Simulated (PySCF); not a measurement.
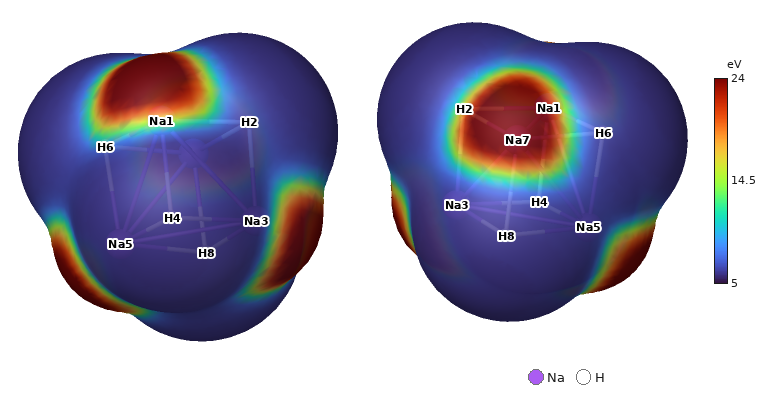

*(NaH)4 cube (H4Na4). Average local ionisation energy on the surface of electron density 0.001 a.u. (back view left, front view right).*

Method: PBE0/def2-TZVP; geometry: GFN2-xTB; program: PySCF. No frequency check shows the geometry to be a minimum. GFN2-xTB bond lengths at metals and heavier atoms can be off by up to 0.1 Å and shapes distorted, which carries into these values.

Question: Where are the most loosely bound electrons on this surface?

Answer: The lowest value is 5.9 eV, 1.8 Å from H4, and at like points elsewhere. For comparison, the highest occupied orbital lies at −5.6 eV.
